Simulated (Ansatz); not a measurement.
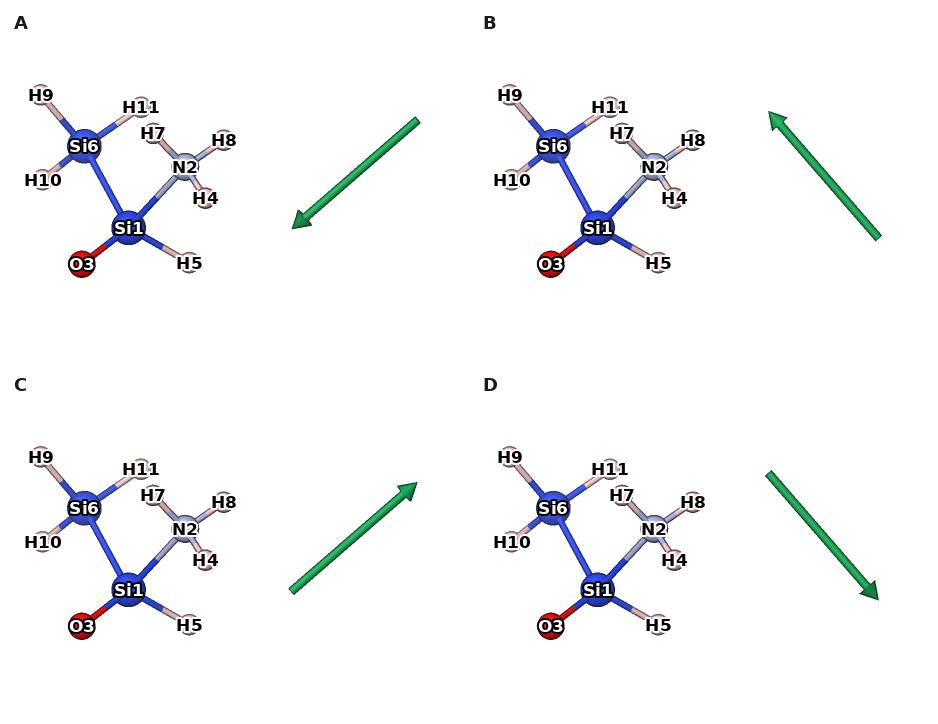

The same molecule four times, each with an arrow. The geometry was computed by an optimisation with PBE0-D4/def2-TZVP. Method: RKS PBE0-D4/def2-TZVP (Ansatz 0.2.0).

### Which arrow points along the dipole moment, from the negative to the positive end?

C. The dipole moment is 6.89 D; it points from the side of O3, H10 to the side of H8 (the outermost atoms at the two ends).
